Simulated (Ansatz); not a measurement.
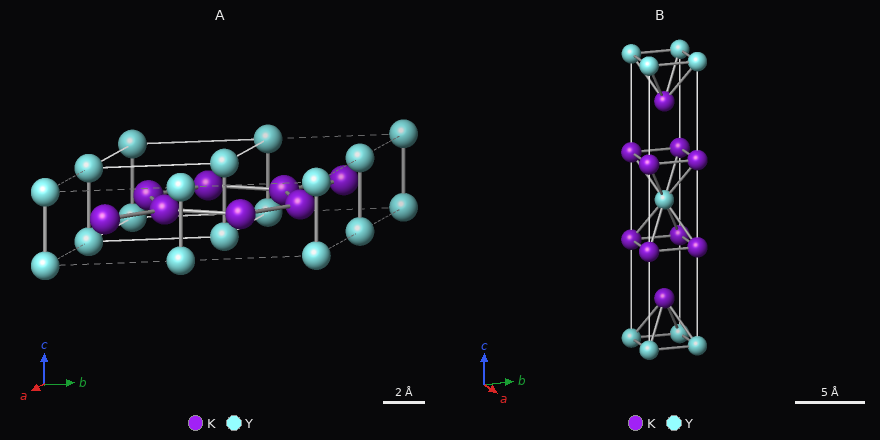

Two structures of K$_{2}$Y, each relaxed to rest (conventional cells in solid outline, small ones repeated, not to one scale). Method: Ansatz 0.2.0, DFT PBE, scalar-relativistic, plane waves, PAW, without spin polarisation.

Which structures are these?

Answer. A: AlB₂ type, P6/mmm. B: 6 atoms a cell on a body-centred tetragonal lattice, I4/mmm.

Which polymorph is favoured?

Answer. B is lower, by 93 meV/atom at this level of theory (energies at zero smearing). Volumes: A 50.3, B 50.5 Å³/atom.

One or both may be structure types tried for this composition rather than known phases.
